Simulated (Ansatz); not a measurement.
**CH5FSeSn: rigid scan of one bond length, by script**

How does the energy of CH5FSeSn change as one bond is stretched? Aim: a rigid scan of one bond length, for CH5FSeSn, run from a script.

Program: Ansatz 0.2.0 through its Python package. Level of theory: PBE0/def2-SVP. These are calculated values, not measurements.

### 1 The structure

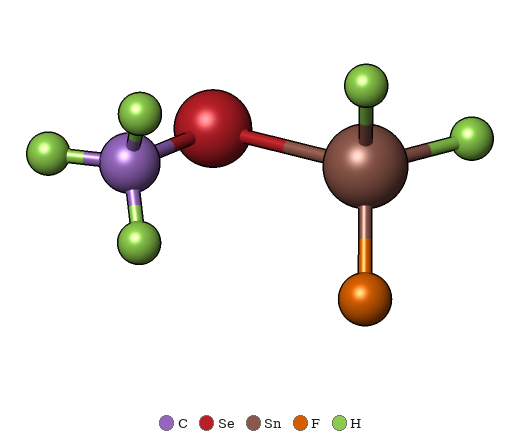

The structure that the script starts from, seen from a chosen angle (carbon purple, selenium red, tin brown, fluorine orange, hydrogen green).

No structure file is read: the coordinates are typed or built in the script.

### 2 The code

File scan_ch5fsesn.py:

```python
import warnings

import ansatz as az
import numpy as np

BASIS = "def2-SVP"
XC = "pbe0"

warnings.simplefilter("ignore", az.DeckWarning)

geometry_ang = [
    ("C", (-0.0883, 1.3078, -0.9246)),
    ("Se", (1.4683, 0.2906, -0.6677)),
    ("Sn", (0.1979, -1.3001, 0.8795)),
    ("F", (-1.1552, -2.1327, -0.0768)),
    ("H", (-0.9289, 0.7135, -1.4024)),
    ("H", (-0.4867, 1.7729, 0.0346)),
    ("H", (0.1169, 2.1971, -1.6178)),
    ("H", (1.3731, -2.5131, 1.4674)),
    ("H", (-0.4087, -0.3823, 2.2907)),
]
system = az.Crystal.molecule()
for symbol, xyz in geometry_ang:
    system = system.atom(symbol, xyz)

symbols = [site.symbol for site in system.cartesian_sites]
start = np.array([site.position_ang for site in system.cartesian_sites])
axis = (start[3] - start[2]) / np.linalg.norm(start[3] - start[2])
moving = [3]
lengths, energies = [1.632, 1.706, 1.78, 1.854, 1.929, 2.003, 2.077, 2.188], []
for length in lengths:
    xyz = start.copy()
    xyz[moving] += (length - np.linalg.norm(start[3] - start[2])) * axis
    point = az.Crystal.molecule()
    for symbol, place in zip(symbols, xyz):
        point = point.atom(symbol, place.tolist())
    job = (
        point.calculation()
        .basis(gaussian=BASIS)
        .functional(XC)
        .accuracy("medium")
    )
    data = job.run(threads=1).report
    energies.append(data["free_energy_ev"])
    print(f"r = {length:6.3f} A  E = {energies[-1]:.5f} eV  <S^2> = {abs(data['mean_field']['state']['spin_squared']):.3f}")

fit = np.polynomial.Polynomial.fit(lengths, np.array(energies) - min(energies), 4).convert()
roots = [r.real for r in fit.deriv().roots() if abs(r.imag) < 1e-9 and fit.deriv(2)(r.real) > 0]
r_e = min(roots, key=lambda r: abs(r - lengths[int(np.argmin(energies))]))
print(f"minimum of the fit at {r_e:.4f} A, force constant {fit.deriv(2)(r_e):.2f} eV/A^2")
```

### 3 The input behind the calls

The package turns the script's settings into the engine's input (first run):

```yaml
crystal:
  periodic: [false, false, false]
  atoms:
    - { symbol: C, position_ang: [-0.0883, 1.3078, -0.9246] }
    - { symbol: Se, position_ang: [1.4683, 0.2906, -0.6677] }
    - { symbol: Sn, position_ang: [0.1979, -1.3001, 0.8795] }
    - { symbol: F, position_ang: [-0.9929538291282332, -2.032865426156357, 0.03786707058212303] }
    - { symbol: H, position_ang: [-0.9289, 0.7135, -1.4024] }
    - { symbol: H, position_ang: [-0.4867, 1.7729, 0.0346] }
    - { symbol: H, position_ang: [0.1169, 2.1971, -1.6178] }
    - { symbol: H, position_ang: [1.3731, -2.5131, 1.4674] }
    - { symbol: H, position_ang: [-0.4087, -0.3823, 2.2907] }
accuracy: medium
basis:
  gaussian:
    orbitals: def2-SVP
hamiltonian:
  xc: pbe0
```

### 4 Launch

Command:

```bash
python scan_ch5fsesn.py
```

Standard output:

```text
r =  1.632 A  E = -74992.58182 eV  <S^2> = 0.000
r =  1.706 A  E = -74993.56812 eV  <S^2> = 0.000
r =  1.780 A  E = -74994.15590 eV  <S^2> = 0.000
r =  1.854 A  E = -74994.45901 eV  <S^2> = 0.000
r =  1.929 A  E = -74994.56069 eV  <S^2> = 0.000
r =  2.003 A  E = -74994.51934 eV  <S^2> = 0.000
r =  2.077 A  E = -74994.38158 eV  <S^2> = 0.000
r =  2.188 A  E = -74994.06215 eV  <S^2> = 0.000
minimum of the fit at 1.9391 A, force constant 23.63 eV/A^2
```

Run time: 43 s. Hardware: 1 thread of Arm Neoverse V2, shared host; peak memory 0.34 GiB.

### 5 Inputs of later runs

The engine's inputs for some of the other runs:

Run 2, against run 1:

```diff
@@ -7 +7 @@
-    - { symbol: F, position_ang: [-0.9929538291282332, -2.032865426156357, 0.03786707058212303] }
+    - { symbol: F, position_ang: [-1.0469508777529202, -2.0660913094502114, -0.0002952068547169978] }
```

Run 5, against run 1:

```diff
@@ -7 +7 @@
-    - { symbol: F, position_ang: [-0.9929538291282332, -2.032865426156357, 0.03786707058212303] }
+    - { symbol: F, position_ang: [-1.2096717134732609, -2.1662179577546645, -0.11529774561708625] }
```

Run 6, against run 1:

```diff
@@ -7 +7 @@
-    - { symbol: F, position_ang: [-0.9929538291282332, -2.032865426156357, 0.03786707058212303] }
+    - { symbol: F, position_ang: [-1.263668762097948, -2.1994438410485193, -0.1534600230539263] }
```

### 6 The engine's runs

One row for each of the 8 runs:

```
run  distance (Å)  energy from run 5 (eV)  SCF cycles  CPU time (s)
  1          1.63                  1.9789          18           5.3
  2          1.71                  0.9926          18           5.3
  3          1.78                  0.4048          18           5.4
  4          1.85                  0.1017          18           5.3
  5          1.93                  0.0000          18           5.4
  6          2.00                  0.0414          18           5.3
  7          2.08                  0.1791          18           5.3
  8          2.19                  0.4985          19           5.3
```

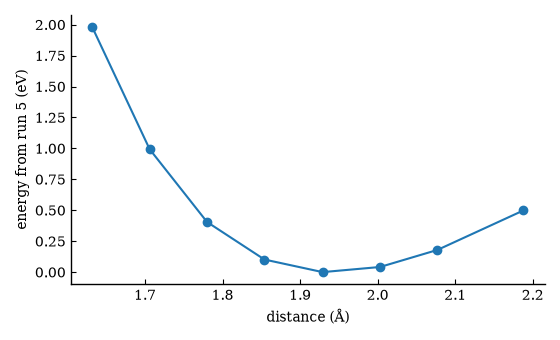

Energy against distance; lines join the points.

### 7 Results

```
                        quantity     value
bond length at the fit's minimum  1.9391 Å
                   runs compared         8
                 range of energy  1.979 eV
      lowest point, distance (Å)      1.93
```

What this shows: The curve has its lowest point inside the range, at 1.93. The ends stand 1.98 and 0.499 eV above it. The distance scanned is the script's pair 2, 3. What to keep in mind:
- The rest of the molecule is held rigid at a force-field or estimated start geometry, and the basis set is modest; single-reference methods fail as a bond breaks.
- def2 sets replace the cores of elements past krypton by effective core potentials.
- The orbitals are restricted, so S² is zero by construction.
- Toward dissociation an unrestricted state lies under the restricted one, by 1 to 2 eV or more.
